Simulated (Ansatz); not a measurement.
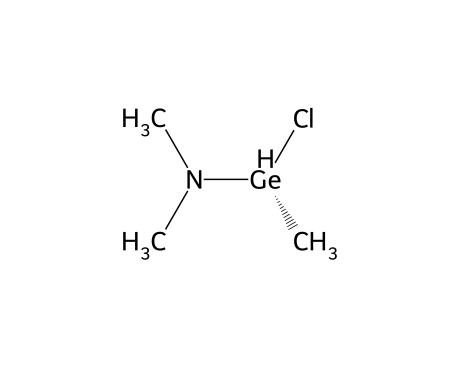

The drawing above gives the connectivity. Computed geometry: PBE0-D4/def2-TZVP optimisation.

Describe the 3D structure.

The molecule is C₃H₁₀ClGeN. Its SMILES string is `C[N](C)[Ge@@H]([CH3])[Cl]`. This geometry has C1 symmetry. Coordination, clear cases only: 3 C tetrahedral; 1 Ge tetrahedral.

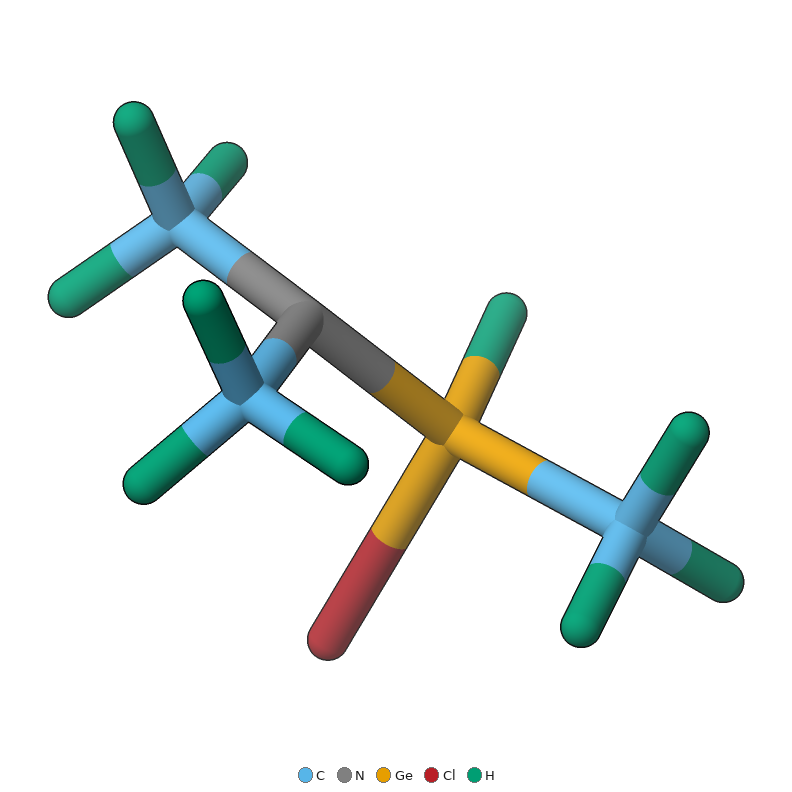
